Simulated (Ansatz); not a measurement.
# Run report: Cu8O9, molecular dynamics (part 3 of 3)

Continued. System: Cu8O9 (defect cell, 17 atoms in the cell). Method: DFT PBEsol, scalar-relativistic, plane waves, PAW, PAW set soft_1 (Ansatz 0.2.0); cutoff 420 eV, 2×2×2 k-mesh, Fermi–Dirac smearing of 0.02 eV, collinear spins. The structure derives from an entry of the Crystallography Open Database. The run did not end well. It belongs to a series of runs on one base structure; here: dynamics from the start.

Geometry of the input (Å; fractional positions):
```
4.6837  -3.4226  0.0000
4.6837  3.4226  0.0000
-0.8500  0.0000  5.0579
Cu -0.0379  0.2479  0.0096
Cu 0.2474  -0.0256  0.5342
O  0.2179  0.1912  0.2905
O  0.1487  0.3587  0.8160
Cu 0.0113  0.7298  -0.0016
Cu 0.2313  0.4744  0.5212
O  0.3091  0.6303  0.2427
O  0.2345  0.7531  0.7575
Cu 0.4356  0.3156  0.0306
Cu 0.7622  0.0169  0.4864
O  0.7359  0.2383  0.2330
O  0.7244  0.3034  0.7222
Cu 0.4676  0.7935  0.0423
Cu 0.7689  0.5022  0.4782
O  0.7765  0.7399  0.2353
O  0.7965  0.7654  0.6994
O  0.4940  0.0227  0.8442
```

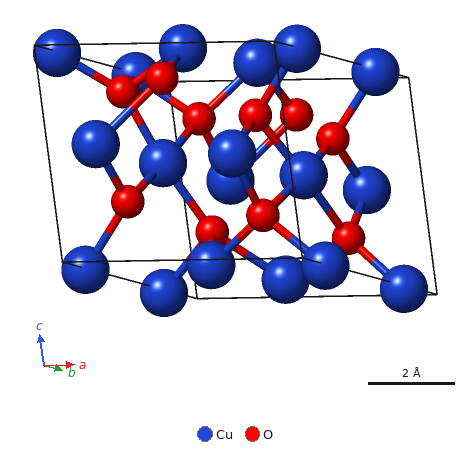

Figure 1. The geometry at step 34 of the log (ball-and-stick view of the cell of the calculation, seen at an oblique angle).

Trajectory as extended XYZ, continued:
```
17
Lattice="4.6837 -3.4226 0.0000 4.6837 3.4226 0.0000 -0.8500 0.0000 5.0579" Properties=species:S:1:pos:R:3:forces:R:3 step=10 time_fs=10.0 energy=-57741.65031 temperature=359.8
Cu    0.9547    0.9696    0.0557    0.9206  -0.3100  -0.6924
Cu    0.5384   -0.9103    2.7024    0.2718   0.0051   0.0224
O     1.6566   -0.0370    1.4878   -0.3618  -0.5486  -0.0455
O     1.6746    0.7783    4.1184    0.2772  -1.1159   0.6795
Cu    3.4635    2.4618   -0.0517    0.0796   0.1188   0.0317
Cu    2.8332    0.8487    2.6483    0.3795   0.1113   0.0814
O     4.1143    1.0923    1.2356    0.7258   0.1250  -0.1057
O     3.9848    1.7577    3.8826    0.1743   0.1013  -0.4559
Cu    3.5216   -0.4446    0.1835   -0.8212   1.8815  -0.7978
Cu    3.2267   -2.5633    2.4731    0.8461   0.6120  -1.0857
O     4.4139   -1.6864    1.1150   -0.7552  -0.7095   1.5845
O     4.2245   -1.4602    3.6625   -0.4292   0.1037  -0.3456
Cu    5.9461    1.1336    0.2090   -1.1378  -0.2733   0.4980
Cu    5.5256   -0.9354    2.4148    0.8173   0.6678  -0.0125
O     6.9417   -0.1419    1.1242   -0.2144  -0.0294   0.8497
O     6.7101   -0.0171    3.4991   -0.6648  -1.2816   0.2299
O     1.7747   -1.6412    4.3047   -0.1078   0.5419  -0.4359
17
Lattice="4.6837 -3.4226 0.0000 4.6837 3.4226 0.0000 -0.8500 0.0000 5.0579" Properties=species:S:1:pos:R:3:forces:R:3 step=15 time_fs=15.0 energy=-57741.41996 temperature=309.7
Cu    0.9481    0.9728    0.0548    1.0656  -0.3356  -0.9379
Cu    0.5137   -0.8948    2.6978    0.3465  -0.0105   0.0231
O     1.6360   -0.0265    1.4782   -0.2551  -0.6225   0.2253
O     1.6603    0.7836    4.1314    0.5071  -1.2295   0.6134
Cu    3.4699    2.4673   -0.0694    0.0783   0.1215   0.0226
Cu    2.8221    0.8580    2.6613    0.3248  -0.0308  -0.1913
O     4.0901    1.0852    1.2257    0.8761   0.1249   0.0236
O     3.9845    1.7556    3.8949    0.3132   0.0859  -0.5039
Cu    3.5338   -0.4557    0.1856   -0.8972   2.4414  -0.6821
Cu    3.2133   -2.5595    2.4811    1.2020   0.8314  -1.3676
O     4.4232   -1.6948    1.1058   -0.9145  -0.6399   1.8731
O     4.2378   -1.4510    3.6526   -0.6272   0.0613  -0.2127
Cu    5.9778    1.1429    0.2122   -1.5737  -0.3241   0.5824
Cu    5.5309   -0.9395    2.4110    0.8197   0.7083  -0.2433
O     6.9719   -0.1414    1.0996   -0.3800  -0.0642   1.0812
O     6.7016   -0.0041    3.4755   -0.8019  -1.5104   0.5253
O     1.7896   -1.6312    4.3233   -0.0837   0.3927  -0.8311
17
Lattice="4.6837 -3.4226 0.0000 4.6837 3.4226 0.0000 -0.8500 0.0000 5.0579" Properties=species:S:1:pos:R:3:forces:R:3 step=20 time_fs=20.0 energy=-57741.31664 temperature=349.2
Cu    0.9481    0.9726    0.0487    0.6689  -0.1068  -0.8649
Cu    0.4838   -0.8858    2.6918    0.3420  -0.0639   0.1436
O     1.6039   -0.0230    1.4826   -0.0430  -0.5948   0.3218
O     1.6609    0.7824    4.1687    0.6901  -1.1788   0.2802
Cu    3.4767    2.4799   -0.0822    0.1118   0.0909  -0.0208
Cu    2.8148    0.8674    2.6704    0.1416  -0.2121  -0.3096
O     4.0744    1.0783    1.2154    0.9932   0.1253   0.1663
O     3.9689    1.7614    3.9065    0.6743   0.0203  -0.5890
Cu    3.5460   -0.4602    0.1838   -0.8201   2.7237  -0.4114
Cu    3.1960   -2.5546    2.4790    1.3459   0.9180  -1.2929
O     4.4087   -1.7097    1.1151   -0.6404  -0.6018   1.5701
O     4.2431   -1.4358    3.6248   -0.6863  -0.1274   0.2211
Cu    5.9992    1.1561    0.2217   -1.7190  -0.3530   0.5808
Cu    5.5411   -0.9503    2.4004    0.7140   0.7070  -0.5049
O     7.0202   -0.1376    1.0859   -0.8498  -0.0275   1.1756
O     6.6736    0.0009    3.4576   -0.6834  -1.4559   0.6617
O     1.8058   -1.6194    4.3343   -0.2398   0.1369  -1.1277
17
Lattice="4.6837 -3.4226 0.0000 4.6837 3.4226 0.0000 -0.8500 0.0000 5.0579" Properties=species:S:1:pos:R:3:forces:R:3 step=25 time_fs=25.0 energy=-57741.34196 temperature=378.7
Cu    0.9477    0.9725    0.0406    0.0849   0.0107  -0.3133
Cu    0.4603   -0.8797    2.6851    0.1066  -0.3113   0.4790
O     1.5735   -0.0482    1.5036    0.2290  -0.1968  -0.0265
O     1.6559    0.7644    4.2106    0.8936  -0.9075  -0.1767
Cu    3.4823    2.4937   -0.0881    0.1659  -0.0856   0.0846
Cu    2.8025    0.8827    2.6840    0.0914  -0.4522  -0.3798
O     4.0699    1.0656    1.2138    1.0141   0.1976   0.2576
O     3.9690    1.7536    3.9345    0.6833   0.1520  -0.9195
Cu    3.5548   -0.4573    0.1733   -0.9255   2.2234  -0.2434
Cu    3.1920   -2.5442    2.4778    1.0835   0.7525  -0.9536
O     4.3819   -1.7226    1.1357   -0.1736  -0.4953   0.9700
O     4.2345   -1.4116    3.6079   -0.5491  -0.2568   0.4952
Cu    6.0108    1.1633    0.2262   -1.9090  -0.6496   0.9931
Cu    5.5577   -0.9606    2.3885    0.3178   0.5608  -0.6955
O     7.0551   -0.1381    1.0973   -1.1770   0.0960   0.9964
O     6.6483   -0.0154    3.4495   -0.2300  -1.0769   0.6607
O     1.7872   -1.6250    4.3312    0.2939   0.4391  -1.2284
17
Lattice="4.6837 -3.4226 0.0000 4.6837 3.4226 0.0000 -0.8500 0.0000 5.0579" Properties=species:S:1:pos:R:3:forces:R:3 step=29 time_fs=29.0 energy=-57741.39842 temperature=355.4
Cu    0.9475    0.9648    0.0344   -0.4676   0.1565   0.2315
Cu    0.4453   -0.8748    2.6839   -0.1127  -0.5748   0.7826
O     1.5616   -0.0883    1.5234    0.4354   0.2391  -0.4514
O     1.6570    0.7486    4.2455    0.9111  -0.5405  -0.6122
Cu    3.4875    2.4991   -0.0879    0.2042  -0.1700   0.1578
Cu    2.7906    0.8907    2.6898    0.2483  -0.5684  -0.3485
O     4.0848    1.0661    1.2059    0.8968   0.1743   0.4039
O     3.9776    1.7535    3.9553    0.5124   0.2115  -1.1793
Cu    3.5524   -0.4470    0.1667   -0.8287   1.4304  -0.0684
Cu    3.1940   -2.5397    2.4761    0.8381   0.6603  -0.6046
O     4.3577   -1.7279    1.1665    0.2126  -0.3725   0.2388
O     4.2216   -1.3809    3.6064   -0.3327  -0.4241   0.5712
Cu    6.0155    1.1606    0.2328   -1.7534  -0.7057   1.0472
Cu    5.5754   -0.9704    2.3812   -0.0880   0.4489  -0.6981
O     7.0692   -0.1471    1.1109   -1.2595   0.2151   0.8074
O     6.6423   -0.0351    3.4495    0.0684  -0.7774   0.6651
O     1.7668   -1.6209    4.3019    0.5153   0.5972  -0.9429
17
Lattice="4.6837 -3.4226 0.0000 4.6837 3.4226 0.0000 -0.8500 0.0000 5.0579" Properties=species:S:1:pos:R:3:forces:R:3 step=34 time_fs=34.0 energy=-57741.43610 temperature=403.2
Cu    0.9384    0.9501    0.0284   -0.7188   0.2574   0.6371
Cu    0.4220   -0.8734    2.7013   -0.0574  -0.6191   0.7293
O     1.5415   -0.1290    1.5368    0.6110   0.5598  -0.6672
O     1.6754    0.7374    4.2710    0.4503  -0.0621  -0.8622
Cu    3.5002    2.4962   -0.0929   -0.0722   0.0030   0.5199
Cu    2.7815    0.8924    2.6928    0.3688  -0.6964  -0.4745
O     4.1220    1.0697    1.1981    0.6382   0.0770   0.4917
O     3.9794    1.7554    3.9596    0.4792   0.1034  -1.1730
Cu    3.5486   -0.4371    0.1576   -0.5672   0.6227   0.2590
Cu    3.2030   -2.5286    2.4740    0.2634   0.3475  -0.0583
O     4.3130   -1.7356    1.2147    0.8944  -0.0572  -0.6866
O     4.2056   -1.3499    3.6238   -0.0380  -0.5462   0.4658
Cu    6.0180    1.1493    0.2381   -1.5345  -0.4950   0.7631
Cu    5.5937   -0.9732    2.3745   -0.6180   0.2626  -0.6303
O     7.0651   -0.1477    1.1214   -0.9436   0.1031   0.5504
O     6.6450   -0.0546    3.4510    0.3906  -0.4419   0.6481
O     1.7475   -1.6094    4.2598    0.4539   0.5812  -0.5123
17
Lattice="4.6837 -3.4226 0.0000 4.6837 3.4226 0.0000 -0.8500 0.0000 5.0579" Properties=species:S:1:pos:R:3:forces:R:3 step=39 time_fs=39.0 energy=-57741.44904 temperature=502.1
Cu    0.9236    0.9249    0.0225   -0.6724   0.3743   0.7402
Cu    0.4011   -0.8779    2.7262    0.3765  -0.3734   0.1959
O     1.5269   -0.1715    1.5343    0.6229   0.7551  -0.6184
O     1.6816    0.7292    4.2641    0.0627   0.3322  -0.7887
Cu    3.5082    2.4939   -0.1038   -0.2702   0.0601   0.9193
Cu    2.7777    0.8907    2.6872    0.4416  -0.8055  -0.6772
O     4.1818    1.0868    1.1862    0.1964  -0.0798   0.4730
O     3.9916    1.7510    3.9383    0.0985  -0.0675  -0.6705
Cu    3.5418   -0.4194    0.1476   -0.3140   0.0655   0.4699
Cu    3.2211   -2.5099    2.4861   -0.4396  -0.1171   0.2545
O     4.2786   -1.7362    1.2306    1.4367   0.2687  -1.0944
O     4.1953   -1.3262    3.6457    0.2299  -0.6030   0.3166
Cu    6.0159    1.1304    0.2386   -1.1972  -0.0699   0.2152
Cu    5.6036   -0.9741    2.3676   -1.1312   0.0240  -0.7053
O     7.0433   -0.1353    1.1409   -0.3448  -0.1371   0.2403
O     6.6512   -0.0910    3.4467    0.7222   0.0813   0.7882
O     1.7434   -1.5932    4.2187    0.1819   0.2920  -0.0587
17
Lattice="4.6837 -3.4226 0.0000 4.6837 3.4226 0.0000 -0.8500 0.0000 5.0579" Properties=species:S:1:pos:R:3:forces:R:3 step=44 time_fs=44.0 energy=-57741.41514 temperature=492.3
Cu    0.9040    0.8888    0.0190   -0.6261   0.5891   0.7731
Cu    0.3837   -0.8927    2.7446    1.1628   0.0903  -0.6960
O     1.5328   -0.1937    1.5159    0.3092   0.6690  -0.1790
O     1.6710    0.7368    4.2607    0.0186   0.4652  -0.8083
Cu    3.5117    2.4917   -0.1097   -0.2973  -0.0268   1.2786
Cu    2.7738    0.8903    2.6772    0.3952  -0.8960  -0.7408
O     4.2270    1.1127    1.1946   -0.1441  -0.2044   0.2618
O     3.9967    1.7425    3.9089   -0.3449  -0.3584   0.0622
Cu    3.5331   -0.4005    0.1343   -0.0677  -0.1217   0.6816
Cu    3.2438   -2.4980    2.5064   -0.9004  -0.3876   0.2140
O     4.2600   -1.7259    1.2194    1.5981   0.2876  -0.9862
O     4.1908   -1.3268    3.6725    0.4543  -0.5929   0.0875
Cu    6.0094    1.1110    0.2359   -0.9355   0.2618  -0.1711
Cu    5.6102   -0.9839    2.3564   -1.3464   0.0412  -0.5224
O     7.0245   -0.1220    1.1649    0.0816  -0.2858   0.0389
O     6.6569   -0.1241    3.4559    0.7646   0.4497   0.6292
O     1.7471   -1.5785    4.1974   -0.1221   0.0197   0.0769
17
Lattice="4.6837 -3.4226 0.0000 4.6837 3.4226 0.0000 -0.8500 0.0000 5.0579" Properties=species:S:1:pos:R:3:forces:R:3 step=49 time_fs=49.0 energy=-57741.37138 temperature=420.6
Cu    0.8828    0.8516    0.0141   -0.2478   0.7282   0.5890
Cu    0.3661   -0.9116    2.7507    1.8652   0.5061  -1.3536
O     1.5442   -0.2022    1.4964    0.0278   0.5201   0.1943
O     1.6689    0.7652    4.2466   -0.0842   0.1244  -0.4906
Cu    3.5156    2.4845   -0.1112   -0.3233  -0.0760   1.7059
Cu    2.7628    0.9012    2.6681    0.3983  -1.0414  -0.8876
O     4.2571    1.1265    1.2033   -0.3910  -0.2205   0.1609
O     3.9877    1.7356    3.8850   -0.4534  -0.6456   0.6013
Cu    3.5348   -0.3841    0.1246   -0.1329  -0.0344   0.5604
Cu    3.2674   -2.4856    2.5286   -1.1097  -0.5293  -0.2738
O     4.2770   -1.7122    1.1780    1.1624   0.0175  -0.2783
O     4.1933   -1.3430    3.6974    0.6369  -0.4729  -0.1844
Cu    5.9972    1.0913    0.2338   -0.6513   0.5541  -0.5180
Cu    5.6106   -0.9953    2.3430   -1.1210   0.3454  -0.0622
O     7.0051   -0.1171    1.1746    0.4367  -0.3236   0.1564
O     6.6671   -0.1453    3.4824    0.4448   0.6161  -0.0323
O     1.7556   -1.5677    4.1878   -0.4576  -0.0681   0.1124
17
Lattice="4.6837 -3.4226 0.0000 4.6837 3.4226 0.0000 -0.8500 0.0000 5.0579" Properties=species:S:1:pos:R:3:forces:R:3 step=54 time_fs=54.0 energy=-57741.23893 temperature=397.3
Cu    0.8614    0.8196    0.0177    0.2869   0.8116   0.1795
Cu    0.3587   -0.9282    2.7538    2.1809   0.6645  -1.5781
O     1.5575   -0.2191    1.4676   -0.1478   0.4295   0.5370
O     1.6692    0.7947    4.2270   -0.2301  -0.4185  -0.1023
Cu    3.5127    2.4749   -0.1108   -0.3849  -0.1015   2.3082
Cu    2.7577    0.9174    2.6604    0.3411  -1.2015  -1.0586
O     4.2714    1.1386    1.2080   -0.5680  -0.2141   0.1950
O     3.9690    1.7322    3.8811   -0.0871  -0.7399   0.6630
Cu    3.5432   -0.3721    0.1195   -0.4257   0.0208   0.1809
Cu    3.2833   -2.4789    2.5503   -1.1229  -0.5318  -0.7090
O     4.3043   -1.6994    1.1404    0.5767  -0.2426   0.3968
O     4.2041   -1.3588    3.7164    0.6988  -0.3492  -0.3732
Cu    5.9869    1.0816    0.2354   -0.4008   0.7409  -0.7574
Cu    5.6024   -0.9982    2.3280   -0.7099   0.6255   0.5119
O     6.9822   -0.1127    1.1955    0.7116  -0.3308   0.0808
O     6.6901   -0.1618    3.5090   -0.0802   0.6939  -0.7540
O     1.7673   -1.5766    4.1688   -0.6385   0.1432   0.2795
```

What the run reported:

| quantity | value |
| --- | --- |
| outcome | stopped at the time limit |
| mean temperature over the second half | 428 K |
| trajectory | 54 steps, 54 fs |
| ensemble | nvt_langevin |
| temperature in the input | 600.0 K |
| time step | 1 fs |
| hardware | 2 threads of Arm Neoverse V2, 24 GiB of memory available, shared host |
| wall time | 27 min (CPU time 54 min) |
| peak memory | 0.65 GiB |

Diagnosis:

The run was cut off by its time limit, so the output is incomplete. Warnings of the run: the magnetisation did not meet its threshold; a screening estimate came out negative during mixing; spin is on but no starting moments are given; the PAW datasets were made with another functional. The input asks for low accuracy.
